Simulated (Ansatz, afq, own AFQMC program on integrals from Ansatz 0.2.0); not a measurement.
# CH₄Si (singlet): AFQMC on the coupled-cluster ladder at distance Si1–C2 = 5.151 Å, 6-31G, part 2 of 2

Ansatz 0.2.0, Gaussian basis, and an in-house AFQMC program (afq) on its integrals; all values are calculated; 6-31G, frozen cores.

## (12) UHF

in.yaml

```yaml
crystal:
  periodic: [false, false, false]
  atoms:
    - {symbol: Si, position_ang: [0.000000, 0.114658, 1.491952]}
    - {symbol: C, position_ang: [0.000000, -0.332080, -3.639638]}
    - {symbol: H, position_ang: [0.000000, 1.432435, 2.192781]}
    - {symbol: H, position_ang: [1.215343, -0.651070, 1.892592]}
    - {symbol: H, position_ang: [-1.215343, -0.651070, 1.892592]}
    - {symbol: H, position_ang: [0.000000, 0.631936, -4.179867]}
basis:
  gaussian: {orbitals: 6-31G}
magnetization: {spin_polarized: true, initial_magnetization: 0}
hamiltonian: {xc: hf}
output: {orbitals: {seedname: orbitals}}
```

The run is started by

```sh
ansatz run in.yaml --threads 1 --pin off --events-out ev --progress --plain --max-ram 1382MiB
```

Log, shortened:

```text
Functional definition: HF
  name "HF"
  cite "Fock, Z. Phys. 61, 126 (1930) doi:10.1007/BF01340294"
  parent pbe
[...]
395 factors; integrals over basis functions are off by at most 3.2e-4 eV
[...]
mean field -8947.67342985 eV, -328.8209335961 hartree, gradient 3.9e-6 eV, S^2 1.330952; 9 other end points of the search recorded, 0 dependent functions left out
reference -8947.67342985 eV, -328.8209335961 hartree; 12, 12 occupied and 18, 18 virtual orbitals, 395 factors
Total energy: -8947.67342985 eV, -328.8209335961 hartree
```

Wall time 0.63 s (1 thread of Intel Xeon 6975P-C (Granite Rapids), shared host).

From the report: ⟨S²⟩ of the determinant 1.331 (pure singlet: 0.00). The determinant is far from a pure spin state, so its energy mixes those of several spin states (harmless only where they are near-degenerate, as at dissociation).

## (13) CCSD(T) on UHF

Edit in.yaml of step 12 so:

```diff
@@ -12,3 +12,2 @@
 magnetization: {spin_polarized: true, initial_magnetization: 0}
-hamiltonian: {xc: hf}
-output: {orbitals: {seedname: orbitals}}
+correlation: {method: ccsd_t, electrons: outside_noble_gas, hamiltonian_folder: ham}
```

Same command.

Log, shortened:

```text
Functional definition: HF
  name "HF"
  cite "Fock, Z. Phys. 61, 126 (1930) doi:10.1007/BF01340294"
  parent pbe
[...]
395 factors; integrals over basis functions are off by at most 3.2e-4 eV
[...]
mean field -8947.67342985 eV, -328.8209335961 hartree, gradient 1.7e-9 eV, S^2 1.330952; 34 other end points of the search recorded, 0 dependent functions left out
determinant -8947.67342985 eV, -328.8209335961 hartree, with singles and doubles -8951.16194457 eV, -328.9491341474 hartree
determinant -8947.67028153 eV, -328.8208178975 hartree, with singles and doubles -8951.15984554 eV, -328.9490570094 hartree
determinant -8947.67012159 eV, -328.8208120197 hartree, with singles and doubles -8951.15842738 eV, -328.9490048930 hartree
determinant -8947.58535138 eV, -328.8176967720 hartree, with singles and doubles -8951.18636310 eV, -328.9500315119 hartree
[...]
determinant -8947.58532742 eV, -328.8176958914 hartree, with singles and doubles -8951.18678262 eV, -328.9500469289 hartree
determinant -8945.82408687 eV, -328.7529714951 hartree, with singles and doubles -8950.70278896 eV, -328.9322604901 hartree
determinant -8945.82407187 eV, -328.7529709439 hartree, with singles and doubles -8950.70272627 eV, -328.9322581862 hartree
determinant -8945.82218300 eV, -328.7529015292 hartree, with singles and doubles -8950.70229194 eV, -328.9322422250 hartree
[...]
6 core orbitals not correlated: weight in the atoms' cores, before any rotation towards them, 1.000 or more for the frozen orbitals, at most 0.000 for the correlated occupied ones
reference -8947.58532742 eV, -328.8176958914 hartree; 6, 6 occupied and 18, 18 virtual orbitals, 395 factors
second order -2.53705245 eV of doubles, -0.00000000 eV of singles
cycle   1  -3.60145142 eV  change    3.8e-6 eV  update   8.1e-6
perturbative correction -0.04013758 eV, -0.0014750288 hartree
Total energy: -8951.22691642 eV, -328.9515218188 hartree
```

Run time: 6.5 s. Hardware: 1 thread of Intel Xeon 6975P-C (Granite Rapids), shared host.

From the report: ⟨S²⟩ of the determinant 1.008 (pure singlet: 0.00); correlation -3.6416 eV; T1 0.008; largest double amplitude 0.10. The determinant is far from a pure spin state, so its energy mixes those of several spin states (harmless only where they are near-degenerate, as at dissociation).

This run also writes the integrals to the folder ham.

## (14) CCSDT(Q) on UHF

Edit in.yaml of step 13 so:

```diff
@@ -12,2 +12,2 @@
 magnetization: {spin_polarized: true, initial_magnetization: 0}
-correlation: {method: ccsd_t, electrons: outside_noble_gas, hamiltonian_folder: ham}
+correlation: {method: ccsdt_q, electrons: outside_noble_gas}
```

Same command.

Log, shortened:

```text
Functional definition: HF
  name "HF"
  cite "Fock, Z. Phys. 61, 126 (1930) doi:10.1007/BF01340294"
  parent pbe
[...]
649 factors; integrals over basis functions are off by at most 5.7e-8 eV
[...]
mean field -8947.67349822 eV, -328.8209361088 hartree, gradient 1.2e-9 eV, S^2 1.330960; 33 other end points of the search recorded, 0 dependent functions left out
determinant -8947.67349822 eV, -328.8209361088 hartree, with singles and doubles -8951.16201561 eV, -328.9491367581 hartree
determinant -8947.67034862 eV, -328.8208203631 hartree, with singles and doubles -8951.15991709 eV, -328.9490596391 hartree
determinant -8947.67019312 eV, -328.8208146483 hartree, with singles and doubles -8951.15850102 eV, -328.9490075995 hartree
determinant -8947.58541494 eV, -328.8176991077 hartree, with singles and doubles -8951.18643375 eV, -328.9500341083 hartree
[...]
determinant -8945.82417673 eV, -328.7529747975 hartree, with singles and doubles -8950.70287084 eV, -328.9322634992 hartree
determinant -8945.82416073 eV, -328.7529742094 hartree, with singles and doubles -8950.70287212 eV, -328.9322635461 hartree
determinant -8945.82228000 eV, -328.7529050940 hartree, with singles and doubles -8950.70239143 eV, -328.9322458809 hartree
6 core orbitals not correlated: weight in the atoms' cores, before any rotation towards them, 1.000 or more for the frozen orbitals, at most 0.000 for the correlated occupied ones
reference -8947.58539113 eV, -328.8176982327 hartree; 6, 6 occupied and 18, 18 virtual orbitals, 649 factors
second order -2.53709838 eV of doubles, -0.00000000 eV of singles
cycle   1  -3.20987789 eV  change   -6.7e-1 eV  update   7.1e-2
[...]
cycle  73  -3.65692475 eV  change    7.2e-9 eV  update   1.2e-6
perturbative correction -0.00153848 eV, -0.0000565381 hartree
Total energy: -8951.24385435 eV, -328.9521442763 hartree
```

It took 20 s on 1 thread of Intel Xeon 6975P-C (Granite Rapids), shared host.

From the report: ⟨S²⟩ of the determinant 1.008 (pure singlet: 0.00); correlation -3.6585 eV; T1 0.009; largest double amplitude 0.11. The determinant is far from a pure spin state, so its energy mixes those of several spin states (harmless only where they are near-degenerate, as at dissociation).

## (15) Phaseless AFQMC, CISD trial on UHF

It reads the integrals that the CCSD(T) run on this determinant wrote.

The run is started by

```sh
afq ham --method phaseless --trial cisd --walkers 70 --populations 1 --least-time 40 --time-step 0.005 --steps-per-block 50 --equilibration-blocks 40 --max-blocks 300 --target-error 0.00084 --factor-cut 1e-05 --start spin_pure --seed 1228 --release-times 0.24,0.51,0.99,1.62,2.4 --release-step 0.03 --release-every 4 --taylor-order 6
```

Log:

```text
orbitals 24  electrons 6 6  factors 138 of 395
reference energy -328.81769589 Eh
CCSD correlation -0.13235081 Eh in 23 cycles, weight of the determinant in the CISD state 0.9041
energy of the start -328.950026 Eh
 block  time / (1/Eh)  mean weight  energy / Eh
     1     0.250  1.0002  -328.948352
     2     0.500  0.9990  -328.948985
     3     0.750  1.0005  -328.948438
     4     1.000  1.0000  -328.949183
     5     1.250  1.0005  -328.948625
     6     1.500  0.9991  -328.948869
     7     1.750  0.9999  -328.950819
     8     2.000  0.9992  -328.951678
     9     2.250  0.9993  -328.953352
    10     2.500  0.9984  -328.952745
    11     2.750  1.0006  -328.952102
    16     4.000  1.0001  -328.951880
    21     5.250  0.9994  -328.951085
    26     6.500  1.0000  -328.950481
    31     7.750  1.0007  -328.951211
    36     9.000  0.9999  -328.952180
    41    10.250  0.9991  -328.951188
    46    11.500  1.0003  -328.952504
    51    12.750  1.0006  -328.948570
    56    14.000  1.0003  -328.952311
    61    15.250  0.9996  -328.951841
    66    16.500  1.0005  -328.950568
    71    17.750  0.9981  -328.952111
    76    19.000  0.9981  -328.952187
    81    20.250  0.9988  -328.952242
    86    21.500  1.0003  -328.952551
    91    22.750  0.9986  -328.950981
    96    24.000  0.9993  -328.951977
   101    25.250  1.0000  -328.949536
   106    26.500  1.0005  -328.950889
   111    27.750  1.0007  -328.952733
   116    29.000  1.0011  -328.950023
   121    30.250  1.0010  -328.951210
   126    31.500  1.0018  -328.955546
   131    32.750  1.0014  -328.950522
   136    34.000  0.9994  -328.951192
   141    35.250  1.0008  -328.951110
   146    36.500  1.0025  -328.956944
   151    37.750  0.9992  -328.951186
   156    39.000  1.0021  -328.952049
   161    40.250  1.0017  -328.950742
   166    41.500  1.0014  -328.950430
   171    42.750  0.9997  -328.951490
   176    44.000  0.9994  -328.952360
   181    45.250  1.0000  -328.950180
   186    46.500  1.0001  -328.950134
   191    47.750  1.0005  -328.951981
   196    49.000  1.0012  -328.950307
blocks merged  error / Eh  count
     1  0.000125  160
     2  0.000150  80
     4  0.000182  40
     8  0.000223  20
    16  0.000238  10
released: time / (1/Eh)  energy / Eh  error  mean overlap
  0.24  -328.951642  0.000228  0.9986
  0.51  -328.952115  0.000229  0.9905
  0.99  -328.952035  0.000243  0.9918
  1.62  -328.951599  0.000321  0.9973
  2.40  -328.952168  0.000330  1.0133
energy -328.951554 +/- 0.000223 Eh
```

It took 67 s on 1 thread of Intel Xeon 6975P-C (Granite Rapids), shared host.

Energy -8951.2278 ± 0.0061 eV. Caveats: constraint bias not in the error.

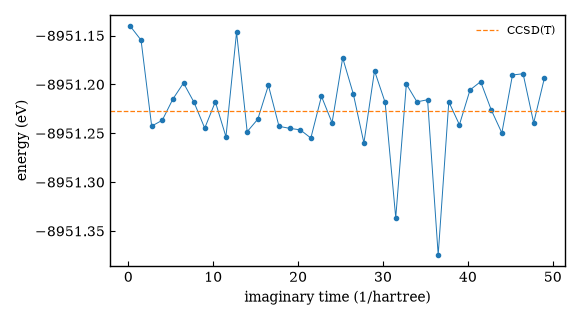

Block energies along the walk.

## (16) Phaseless AFQMC, single-determinant trial on UHF

It reads the integrals that the CCSD(T) run on this determinant wrote.

The run is started by

```sh
afq ham --method phaseless --trial hf --walkers 140 --populations 1 --least-time 40 --time-step 0.005 --steps-per-block 20 --equilibration-blocks 160 --max-blocks 600 --target-error 0.00252 --factor-cut 1e-05 --start spin_pure --seed 2945 --taylor-order 6
```

Log:

```text
orbitals 24  electrons 6 6  factors 138 of 395
reference energy -328.81769589 Eh
CCSD correlation -0.13235081 Eh in 23 cycles, weight of the determinant in the CISD state 0.9041
energy of the start -328.817870 Eh
 block  time / (1/Eh)  mean weight  energy / Eh
     1     0.100  1.0005  -328.838502
     2     0.200  1.0003  -328.853228
     3     0.300  1.0008  -328.866981
     4     0.400  1.0012  -328.877284
     5     0.500  0.9999  -328.881754
     6     0.600  1.0007  -328.887597
     7     0.700  1.0007  -328.893870
     8     0.800  1.0007  -328.903321
     9     0.900  0.9994  -328.911118
    10     1.000  1.0005  -328.919733
    15     1.500  0.9994  -328.933376
    29     2.900  1.0001  -328.949312
    43     4.300  1.0001  -328.946280
    57     5.700  1.0010  -328.958557
    71     7.100  1.0016  -328.947555
    85     8.500  0.9991  -328.954364
    99     9.900  1.0008  -328.967162
   113    11.300  0.9982  -328.949118
   127    12.700  0.9992  -328.960024
   141    14.100  0.9987  -328.955424
   155    15.500  1.0004  -328.950723
   169    16.900  0.9988  -328.961503
   183    18.300  1.0025  -328.959315
   197    19.700  0.9989  -328.960582
   211    21.100  0.9992  -328.945929
   225    22.500  1.0002  -328.941574
   239    23.900  0.9989  -328.953512
   253    25.300  1.0004  -328.959860
   267    26.700  0.9994  -328.942252
   281    28.100  1.0004  -328.948976
   295    29.500  1.0003  -328.956720
   309    30.900  0.9988  -328.949074
   323    32.300  0.9999  -328.952575
   337    33.700  0.9983  -328.937156
   351    35.100  0.9998  -328.950101
   365    36.500  0.9997  -328.943784
   379    37.900  0.9990  -328.941566
   393    39.300  1.0011  -328.954503
   407    40.700  1.0007  -328.944376
   421    42.100  1.0008  -328.950273
   435    43.500  1.0018  -328.955211
   449    44.900  0.9987  -328.947840
   463    46.300  0.9998  -328.952086
   477    47.700  1.0004  -328.949163
   491    49.100  1.0006  -328.946249
   505    50.500  0.9997  -328.952255
   519    51.900  1.0004  -328.951520
   533    53.300  0.9990  -328.949350
   547    54.700  0.9996  -328.943929
blocks merged  error / Eh  count
     1  0.000446  400
     2  0.000599  200
     4  0.000775  100
     8  0.000976  50
    16  0.001212  25
    32  0.001362  12
energy -328.948828 +/- 0.001212 Eh
```

It took 65 s on 1 thread of Intel Xeon 6975P-C (Granite Rapids), shared host.

Energy -8951.1536 ± 0.0330 eV. Caveats: constraint bias not in the error.

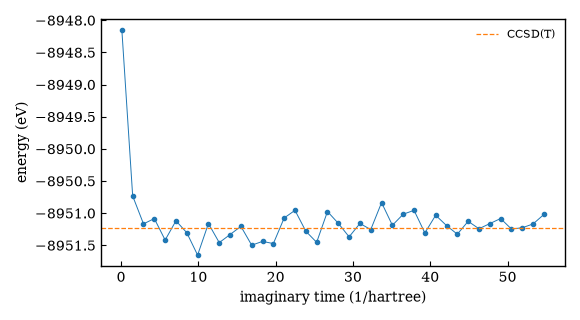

Block energies along the walk.

## (17) Free-projection AFQMC, CISD trial on UHF (settings varied)

It reads the integrals that the CCSD(T) run on this determinant wrote.

The run is started by

```sh
afq ham --method free --trial cisd --walkers 20 --time-step 0.05 --max-blocks 30 --target-error 0.00168 --factor-cut 0.0001 --seed 586 --times 0,2,5,8,12 --taylor-order 8
```

Log:

```text
orbitals 24  electrons 6 6  factors 125 of 395
reference energy -328.81769589 Eh
CCSD correlation -0.13234996 Eh in 23 cycles, weight of the determinant in the CISD state 0.9041
repeat  energy at the last time / Eh  error
    10  -328.947885  0.001438
    20  -328.948621  0.001443
    30  -328.949962  0.001701
time / (1/Eh)  energy / Eh  error  mean overlap
  0.00  -328.950514  0.000278  1.1073
  2.00  -328.952073  0.000319  1.1464
  5.00  -328.952292  0.000515  1.1111
  8.00  -328.952724  0.001136  1.1640
 12.00  -328.949962  0.001701  1.8344
energy -328.949962 +/- 0.001701 Eh
```

Run time: 7.4 s. Hardware: 1 thread of Intel Xeon 6975P-C (Granite Rapids), shared host.

Energy -8951.1845 ± 0.0463 eV. Caveats: remainder of the start not in the error; start is not spin pure.

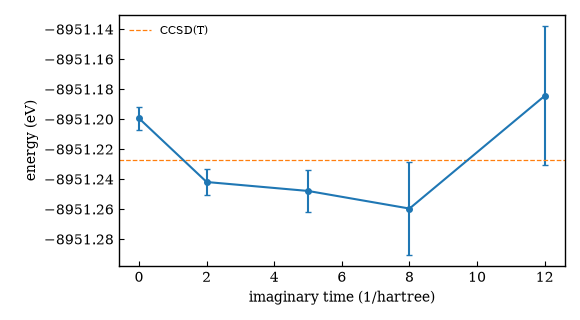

Energy against projection time, with error bars.

## (18) AFQMC on the ladder

On the RHF determinant, counted from CCSDT(Q) (a yardstick, not exact):

```
                                              level  energy (eV)  from CCSDT(Q) (meV)  statistical error (meV)  time
                                                 HF   -8943.1567              +8094.1                               
                                                MP2   -8949.3363              +1914.5                               
                                               CCSD   -8950.8490               +401.9                               
                                            CCSD(T)   -8951.4599               -209.0                               
                                           CCSDT(Q)   -8951.2509                  0.0                               
Phaseless AFQMC, CISD trial, step 0.005, 70 walkers   -8951.2496                 +1.3                     44.4  56 s
```

On the UHF determinant, counted from CCSDT(Q) (a yardstick, not exact):

```
                                                             level  energy (eV)  from CCSDT(Q) (meV)  statistical error (meV)  time
                                                                HF   -8947.5853              +3658.5                               
                                                               MP2   -8950.1224              +1121.5                               
                                                              CCSD   -8951.1868                +57.1                               
                                                           CCSD(T)   -8951.2269                +16.9                               
                                                          CCSDT(Q)   -8951.2439                  0.0                               
               Phaseless AFQMC, CISD trial, step 0.005, 70 walkers   -8951.2278                +16.1                      6.1  67 s
Phaseless AFQMC, single-determinant trial, step 0.005, 140 walkers   -8951.1536                +90.2                     33.0  65 s
```

The functionals' totals stand on their own zeros and serve differences with other points: PBE -8964.184 eV; r2SCAN -8968.623 eV; PBE0 -8965.238 eV; B3LYP -8970.923 eV; wB97M-V -8968.563 eV; B2PLYP -8964.432 eV.

## (19) Results

The summary covers parts 1 to 2.

| quantity | value |
| --- | --- |
| CCSD(T) on RHF from CCSDT(Q) | -209.0 meV |
| Phaseless AFQMC, CISD trial on RHF from CCSDT(Q) | +1.3 ± 44.4 meV |
| CCSD(T) on UHF from CCSDT(Q) | +16.9 meV |
| Phaseless AFQMC, CISD trial on UHF from CCSDT(Q) | +16.1 ± 6.1 meV |
| Phaseless AFQMC, single-determinant trial on UHF from CCSDT(Q) | +90.2 ± 33.0 meV |

What this shows: On RHF the phaseless walk with the CISD trial lies +1.3 meV from CCSDT(Q), within three error bars. On UHF the phaseless walk with the CISD trial lies +16.1 meV from CCSDT(Q), within three error bars. Error bars are statistical and leave out the constraint, the time step and what remains of the start.
